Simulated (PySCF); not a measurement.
Vertical excitations of a molecule C2H10FNSi2 from TDA-PBE/def2-SVPD (PySCF), as energy in eV (oscillator strength): 5.99 (0.016), 6.19 (0.014), 6.22 (0.041), 6.40 (0.025), 6.70 (0.002), 6.81 (0.036). Lowest triplet (TDA): 5.45 eV. Geometry optimised at PBE0-D3(BJ)/def2-SVP. The values are those of a single conformer.

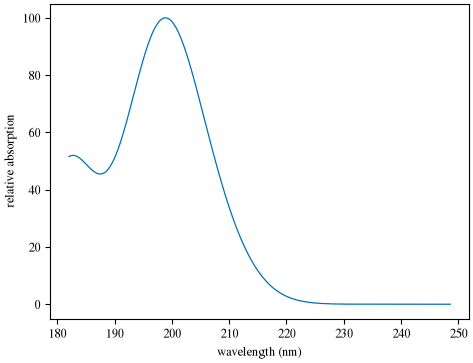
*The lines broadened by 0.4 eV.*

Q: Which molecule gave these data?
A. CN[SiH2][C@H](F)[SiH3]
B. CN[Si@H](C)[SiH2]F
C. CC[SiH2][Si@@H](N)F
D. NC[Si@@H](F)C[SiH3]

A: C, CC[SiH2][Si@@H](N)F
